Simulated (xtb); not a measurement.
## C₂H₃Cl₃GeO₂: molecular dynamics

System: C₂H₃Cl₃GeO₂ (Ge(OAc)Cl3), SMILES CC(=O)[O][Ge]([Cl])([Cl])[Cl].
Method: GFN2-xTB (xtb 6.7.1 later snapshot).

The run did not end well. The starting geometry was optimised with GFN2-xTB.

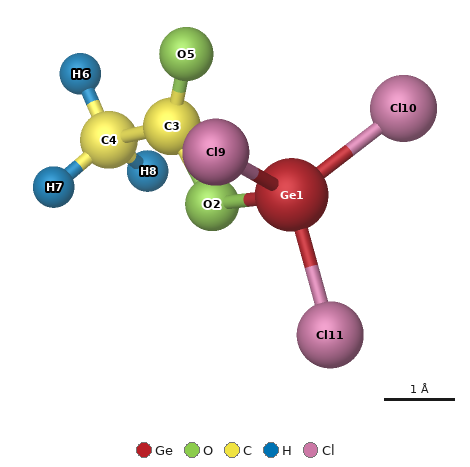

**Figure 1.** The starting structure (ball-and-stick view, seen at a tilt; atoms are numbered from 1 in the order of the input). Sticks mark near contacts.

Input file (struc.xyz)
```
11

Ge    -0.29836    -0.56740    -1.95285
O     -0.33430    -0.58307    -0.09083
C      0.24304     0.44380     0.52283
C      0.17321     0.35120     2.01826
O      0.75953     1.33499    -0.09917
H      0.62196     1.23402     2.46294
H      0.70133    -0.54221     2.34434
H     -0.86605     0.25882     2.32494
Cl     1.70218    -0.65876    -2.60617
Cl    -1.37587     1.10185    -2.65254
Cl    -1.32668    -2.37325    -2.27178
```

File input.inp
```
$md
   temp=300
   time=0.2
   step=4
   dump=20
   hmass=1
   shake=0
   nvt=false
$end
```

Machine: 1 thread of Arm Neoverse V1, 24 GiB of memory available, shared host.

Command:
```bash
xtb struc.xyz -I input.inp -c 0 --md --gfn 2 > xtb.out
```

What the program printed
```
* xtb version 6.7.1
   ID    Z sym.   atoms
    1   32 Ge     1
    2    8 O      2, 5
    3    6 C      3, 4
    4    1 H      6-8
    5   17 Cl     9-11

           -------------------------------------------------
          |                Calculation Setup                |
           -------------------------------------------------

          program call               : xtb struc.xyz -I input.inp -c 0 --md --gfn 2
          coordinate file            : struc.xyz
          omp threads                :                     1

           -------------------------------------------------
          |                 G F N 2 - x T B                 |
           -------------------------------------------------

      * Hamiltonian:
        H0-scaling (s, p, d)           1.850000    2.230000    2.230000
        zeta-weighting                 0.500000
      * Dispersion:
        s8                             2.700000
        a1                             0.520000
        a2                             5.000000
        s9                             5.000000
      * Repulsion:
        kExp                           1.500000    1.000000
        rExp                           1.000000
      * Coulomb:
        alpha                          2.000000
        third order                    shell-resolved
        anisotropic                    true
        a3                             3.000000
        a5                             4.000000
        cn-shift                       1.200000
        cn-exp                         4.000000
        max-rad                        5.000000

          ...................................................
          :                      SETUP                      :
          :.................................................:
          :  # basis functions                  59          :
          :  # atomic orbitals                  55          :
          :  # shells                           23          :
          :  # electrons                        48          :
          :  max. iterations                   250          :
          :  Hamiltonian                  GFN2-xTB          :
          :  restarted?                      false          :
          :  GBSA solvation                  false          :
          :  PC potential                    false          :
          :  electronic temp.          300.0000000     K    :
          :  accuracy                    1.0000000          :
          :  -> integral cutoff          0.2500000E+02      :
          :  -> integral neglect         0.1000000E-07      :
          :  -> SCF convergence          0.1000000E-05 Eh   :
          :  -> wf. convergence          0.1000000E-03 e    :
          :  Broyden damping             0.4000000          :
          :  net charge                          0          :
          :  unpaired electrons                  0          :
          ...................................................

 iter      E             dE          RMSdq      gap      omega  full diag
   1    -29.1757004 -0.291757E+02  0.102E+01    4.05       0.0  T
   2    -28.7520702  0.423630E+00  0.723E+00    4.83       1.0  T
   3    -29.4988294 -0.746759E+00  0.586E+00    4.03       1.0  T
   4    -29.8357352 -0.336906E+00  0.931E-01    4.54       1.0  T
   5    -29.8387191 -0.298391E-02  0.488E-01    4.55       1.0  T
   6    -29.8394458 -0.726679E-03  0.106E-01    4.54       1.0  T
   7    -29.8394717 -0.259293E-04  0.486E-02    4.53       1.0  T
   8    -29.8394799 -0.813180E-05  0.306E-02    4.53       1.0  T
   9    -29.8394824 -0.255536E-05  0.185E-02    4.53       1.6  T
  10    -29.8394835 -0.111117E-05  0.101E-02    4.53       3.0  T
  11    -29.8394839 -0.372505E-06  0.521E-03    4.54       5.8  T
  12    -29.8394840 -0.947476E-07  0.386E-03    4.53       7.8  T
  13    -29.8394841 -0.717644E-07  0.199E-03    4.54      15.1  T
  14    -29.8394841 -0.150244E-07  0.693E-04    4.53      43.5  T
  15    -29.8394841 -0.127509E-08  0.263E-04    4.54     114.5  T

   *** convergence criteria satisfied after 15 iterations ***

         #    Occupation            Energy/Eh            Energy/eV
      -------------------------------------------------------------
         1        2.0000           -1.0774314             -29.3184
       ...           ...                  ...                  ...
        18        2.0000           -0.4691379             -12.7659
        19        2.0000           -0.4681837             -12.7399
        20        2.0000           -0.4658517             -12.6765
        21        2.0000           -0.4623779             -12.5819
        22        2.0000           -0.4599160             -12.5150
        23        2.0000           -0.4573248             -12.4444
        24        2.0000           -0.4385947             -11.9348 (HOMO)
        25                         -0.2719332              -7.3997 (LUMO)
        26                         -0.2511883              -6.8352
        27                         -0.1231561              -3.3512
        28                         -0.1035932              -2.8189
        29                         -0.1011709              -2.7530
       ...                                ...                  ...
        55                          1.2381484              33.6917
      -------------------------------------------------------------
                  HL-Gap            0.1666615 Eh            4.5351 eV
             Fermi-level           -0.3552640 Eh           -9.6672 eV

 SCC (total)                   0 d,  0 h,  0 min,  0.014 sec
 SCC setup                      ...        0 min,  0.000 sec (  0.599%)
 Dispersion                     ...        0 min,  0.000 sec (  0.336%)
 classical contributions        ...        0 min,  0.000 sec (  0.063%)
 integral evaluation            ...        0 min,  0.002 sec ( 12.765%)
 iterations                     ...        0 min,  0.009 sec ( 62.456%)
 molecular gradient             ...        0 min,  0.003 sec ( 23.004%)
 printout                       ...        0 min,  0.000 sec (  0.675%)

         :::::::::::::::::::::::::::::::::::::::::::::::::::::
         ::                     SUMMARY                     ::
         :::::::::::::::::::::::::::::::::::::::::::::::::::::
         :: total energy             -29.708076155468 Eh    ::
         :: gradient norm              0.000075270051 Eh/a0 ::
         :: HOMO-LUMO gap              4.535090043154 eV    ::
         ::.................................................::
         :: SCC energy               -29.839448651067 Eh    ::
         :: -> isotropic ES            0.037312909056 Eh    ::
         :: -> anisotropic ES         -0.002140609547 Eh    ::
         :: -> anisotropic XC          0.000631484028 Eh    ::
         :: -> dispersion             -0.011507346946 Eh    ::
         :: repulsion energy           0.131372495599 Eh    ::
         :: add. restraining           0.000000000000 Eh    ::
         :: total charge              -0.000000000000 e     ::
         :::::::::::::::::::::::::::::::::::::::::::::::::::::

           -------------------------------------------------
          |                Property Printout                |
           -------------------------------------------------

    * Orbital Energies and Occupations

         #    Occupation            Energy/Eh            Energy/eV
      -------------------------------------------------------------
         1        2.0000           -1.0774314             -29.3184
       ...           ...                  ...                  ...
        12        2.0000           -0.5150610             -14.0155
        13        2.0000           -0.5047736             -13.7356
        14        2.0000           -0.4999248             -13.6036
        15        2.0000           -0.4978655             -13.5476
        16        2.0000           -0.4968371             -13.5196
        17        2.0000           -0.4850266             -13.1982
        18        2.0000           -0.4691379             -12.7659
        19        2.0000           -0.4681837             -12.7399
        20        2.0000           -0.4658517             -12.6765
        21        2.0000           -0.4623779             -12.5819
        22        2.0000           -0.4599160             -12.5150
        23        2.0000           -0.4573248             -12.4444
        24        2.0000           -0.4385947             -11.9348 (HOMO)
        25                         -0.2719332              -7.3997 (LUMO)
        26                         -0.2511883              -6.8352
        27                         -0.1231561              -3.3512
        28                         -0.1035932              -2.8189
        29                         -0.1011709              -2.7530
        30                         -0.0141104              -0.3840
        31                         -0.0134477              -0.3659
        32                         -0.0132566              -0.3607
        33                         -0.0114077              -0.3104
        34                         -0.0113590              -0.3091
        35                         -0.0112801              -0.3069
       ...                                ...                  ...
        55                          1.2381484              33.6917
      -------------------------------------------------------------
                  HL-Gap            0.1666615 Eh            4.5351 eV
             Fermi-level           -0.3552640 Eh           -9.6672 eV

     #   Z          covCN         q      C6AA      α(0)
     1  32          3.327     0.398   176.835    24.544
     2   8          1.623    -0.342    19.784     6.004
     3   6          2.793     0.374    20.666     7.447
     4   6          3.753    -0.145    23.353     6.891
     5   8          0.860    -0.385    21.381     6.200
     6   1          0.925     0.083     1.948     2.182
     7   1          0.925     0.087     1.909     2.161
     8   1          0.925     0.086     1.919     2.166
     9  17          0.817    -0.044   100.438    15.331
    10  17          0.817    -0.044   100.431    15.331
    11  17          0.818    -0.068   101.193    15.389

 Mol. C6AA /au·bohr⁶  :       4315.509534
 Mol. C8AA /au·bohr⁸  :     181040.906447
 Mol. α(0) /au        :        103.645186

Wiberg/Mayer (AO) data.
largest (>0.10) Wiberg bond orders for each atom

 ---------------------------------------------------------------------------
     #   Z sym  total        # sym  WBO       # sym  WBO       # sym  WBO
 ---------------------------------------------------------------------------
     1  32      4.303 --    10      1.123     9      1.123    11      1.115
                             2      0.820
     2   8      2.357 --     3      1.132     1      0.820     5      0.165
     3   6      3.910 --     5      1.748     2      1.132     4      0.989
     4   6      3.984 --     3      0.989     6      0.980     8      0.961
                             7      0.958
     5   8      2.106 --     3      1.748     2      0.165
     6   1      0.991 --     4      0.980
     7   1      0.992 --     4      0.958
     8   1      0.992 --     4      0.961
     9  17      1.451 --     1      1.123    10      0.122    11      0.116
    10  17      1.452 --     1      1.123     9      0.122    11      0.116
    11  17      1.422 --     1      1.115    10      0.116     9      0.116
 ---------------------------------------------------------------------------

Topologies differ in total number of bonds
Writing topology from bond orders to xtbtopo.mol

molecular dipole:
                 x           y           z       tot (Debye)
 q only:       -0.220      -0.386       0.357
   full:       -0.179      -0.306       0.768       2.150
molecular quadrupole (traceless):
                xx          xy          yy          xz          yz          zz
 q only:       -2.481      -2.393      -5.267       0.931       1.795       7.749
  q+dip:       -0.229      -3.643      -4.569      -0.258      -0.452       4.798
   full:       -0.506      -4.076      -5.340       0.061       0.137       5.846

           -------------------------------------------------
          | TOTAL ENERGY              -29.708076155468 Eh   |
          | GRADIENT NORM               0.000075270051 Eh/α |
          | HOMO-LUMO GAP               4.535090043154 eV   |
           -------------------------------------------------
           -------------------------------------------------
          |               Molecular Dynamics                |
           -------------------------------------------------
 trajectories on xtb.trj or xtb.trj.<n>

 MD time /ps        :    0.20
 dt /fs             :    4.00
 SCC accuracy       :    2.00
 temperature /K     :  300.00
 max steps          :    50
 block length (av.) :  1250
 dumpstep(trj) /fs  :   20.00     5
 dumpstep(coords)/fs: 1000.00   250
 H atoms mass (amu) :     1
 # deg. of freedom  :    33
 SHAKE off
         time (ps)    <Epot>      Ekin   <T>   T     Etot       error
      0    0.00      0.00000   0.0570    0.    0.   -29.65107    0.0000
  -28.901534617524867        69893808.616029397
 MD is unstable, emergency exit
 but still taking it as converged!
 average properties
 Epot               :  -23.887447447003609
 Epot (accurate SCC):                       NaN
 Ekin               :   521.83644459085110
 Etot               :   497.94899714384746
 T                  :   9986852.8213517778
 normal exit of md()
########################################################################
[ERROR] Runtime exception occurred
-2- xtb_calculator_singlepoint: Electronic structure method terminated
-1- scf: Self consistent charge iterator did not converge
########################################################################

------------------------------------------------------------------------
------------------------------------------------------------------------
 total:
 *  cpu-time:     0 d,  0 h,  0 min,  0.482 sec
 * ratio c/w:     1.000 speedup
 SCF:
 *  cpu-time:     0 d,  0 h,  0 min,  0.015 sec
 * ratio c/w:     1.000 speedup
 MD:
 *  cpu-time:     0 d,  0 h,  0 min,  0.459 sec
 * ratio c/w:     1.000 speedup
```

Standard error
```
normal termination of xtb
```

Trajectory as extended XYZ (Å, eV, eV/Å), 2 frames, from step=0 to step=1
```
11
Properties=species:S:1:pos:R:3 step=0 time_fs=0.0 energy=-808.39793
Ge   -0.2984   -0.5674   -1.9528
O    -0.3343   -0.5831   -0.0908
C     0.2430    0.4438    0.5228
C     0.1732    0.3512    2.0183
O     0.7595    1.3350   -0.0992
H     0.6220    1.2340    2.4629
H     0.7013   -0.5422    2.3443
H    -0.8660    0.2588    2.3249
Cl    1.7022   -0.6588   -2.6062
Cl   -1.3759    1.1018   -2.6525
Cl   -1.3267   -2.3733   -2.2718
11
Properties=species:S:1:pos:R:3 step=1 time_fs=20.0 energy=-532.18098
Ge   -0.3363   -0.5135   -1.9734
O    -0.1852   -0.5823   -0.1050
C     0.3426    0.4630    0.5705
C     0.5049    0.2402    2.0268
O     0.6133    1.4523   -0.1111
H     0.4159    0.3968    2.0536
H     0.4078   -0.4764    2.1568
H    -4.8129   -1.1926    2.0822
Cl    1.7632   -0.6910   -2.6339
Cl   -1.3235    1.0687   -2.7091
Cl   -1.3783   -2.4165   -2.1805
```

What the run reported

| quantity | value |
| --- | --- |
| outcome | not converged |
| trajectory | 2 frames kept, 20 fs |
| electrons treated | 48 |
| potential energy (first step) | −29.708076 hartree |
| dispersion energy (first step) | −0.011507 hartree |
| basis functions (first step) | 59 |
| peak memory | 0.074 GiB |

Diagnosis

Settings chosen away from the usual ones: method = gfn2-xtb; task = md; geo = {"prev": "A"}; x = {"md_temperature": 300, "md_time": 0.2, "time_step": 4, "md_dump": 20, "hydrogen_mass": 1, "shake": 0, "nvt": "false"}. The run did not converge. Its last values are not results.
